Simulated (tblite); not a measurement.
# C3H6O: the cost of one run

Programs: tblite 0.8.0 and PySCF 2.14.0. All values are calculated, for the isolated system unless a continuum is named. Atoms count from 0, parts from 1.

### 1 The system as given

10 atoms, charge 0, multiplicity 1; geometry: rigid parts in contact. Parts: 1 = atoms 0–3, `C#C`, charge 0; 2 = atoms 4–9, `CO`, charge 0.

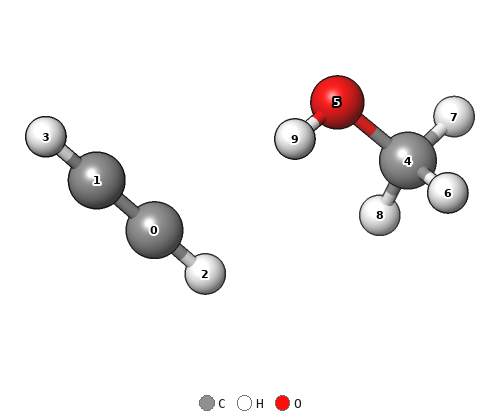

The starting geometry (carbon grey, hydrogen white, oxygen red), atoms numbered.

### 2 Docking the parts with GFN2-xTB

Job settings and geometry (Å):

```
{"job": {"kind": "dock", "xc": "GFN2-xTB", "basis": "xTB"}, "charge": 0, "multiplicity": 1, "parts": [{"atoms": "0-3", "charge": 0, "multiplicity": 1}, {"atoms": "4-9", "charge": 0, "multiplicity": 1}]}
C      0.559869     0.206878     0.002831
C     -0.559832    -0.206978    -0.002842
H      1.544509     0.570714     0.007931
H     -1.544546    -0.570614    -0.007920
C      2.630146     0.762847    -3.144483
O      1.331866     0.223055    -3.111749
H      2.616507     1.836263    -3.362737
H      3.160716     0.246982    -3.942708
H      3.161685     0.597789    -2.200833
H      0.829285     0.656509    -2.414233
```

Method: GFN2-xTB search for minima from random contacts, gas phase.

Command:

```
$ OMP_NUM_THREADS=1 python cluster_run.py task.json out
```

The driver reads the jobs from task.json and runs them one after another.

Q: Estimate the wall time of this first job on 1 thread of Arm Neoverse V1, shared host.

About 4.3 s.
